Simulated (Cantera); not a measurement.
A closed system holds: 1 mol Si2H6, 0.036 mol HCl, 710 mol H2, 0.11 mol NH3, at 100 Torr.

These are equilibrium values from Cantera (NASA tables, ideal gas, pure condensed phases), not measurements of a reactor. Candidate condensed phases: NH4Cl, Si, Si3N4; 28 gas species. The feed counts by its element totals alone. Mutual solubility and eutectic melting of coexisting phases are not modelled. Gases not in the tables: Si2H6 and higher silanes. Rates play no part.

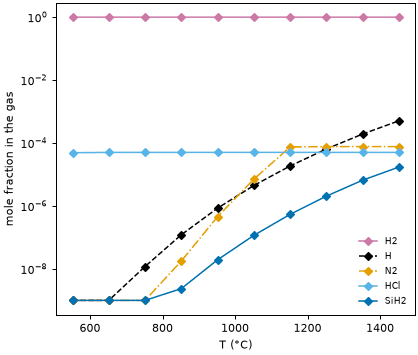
Equilibrium gas composition (values under 1e-9 drawn at 1e-9)

Problem. Read off the mole fractions at 1452 °C.

Solution. H2 about 1.00, H about 0.00051, N2 about 7.7e-5, HCl about 5.0e-5, SiH2 about 1.7e-5.
